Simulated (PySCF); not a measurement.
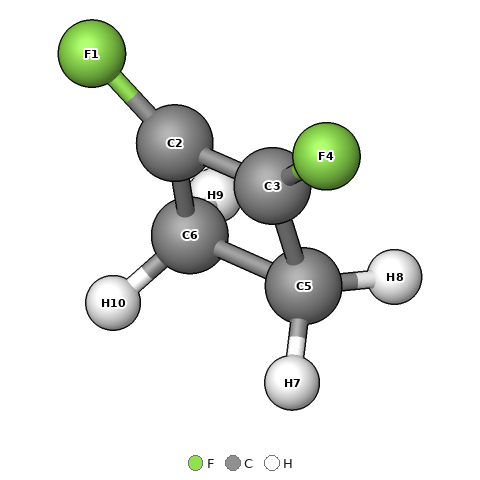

Geometry used (C₄H₄F₂, SMILES FC1=C(F)CC1).

Kohn-Sham orbital energies near the frontier, PBE0/6-31+G(d), PySCF 2.14.0, at a PBE0-D3(BJ)/def2-SVP geometry (no frequency check), isolated molecule; empty levels in grey, levels within 0.03 eV side by side.

Question: Where do the frontier orbitals lie?

Answer: HOMO at −7.01 eV, LUMO at 0.50 eV, 7.50 eV apart.

Question: How far below the HOMO does the next level lie?

Answer: 3.06 eV.

Question: List the levels with the atoms that carry most of them (a dash for levels above zero or within 0.03 eV of another, where shares mean little).

Answer:
```
orbital  energy (eV)                     Löwdin shares
 LUMO+1         0.70                                 –
   LUMO         0.50                                 –
   HOMO        −7.01  C2/C3 34 % each, F4/F1 10 % each
 HOMO−1       −10.07  C6/C5 21 % each, F4/F1 17 % each
 HOMO−2       −10.57  C6/C5 20 % each, C2/C3 13 % each
```

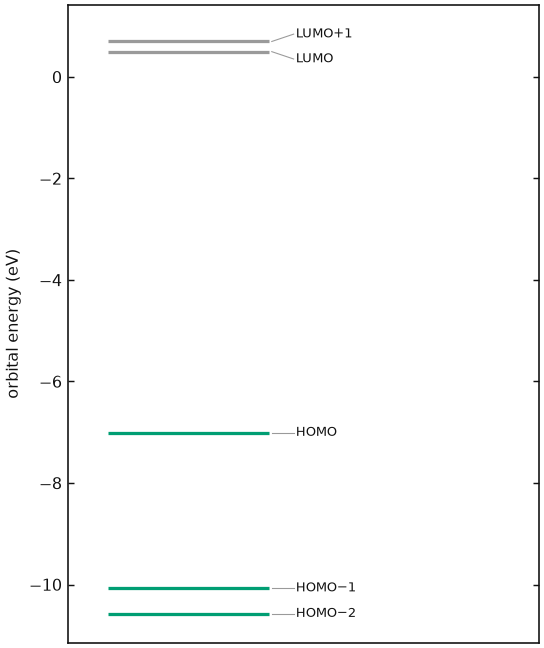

Known limits of this run: empty levels above zero depend strongly on the basis.
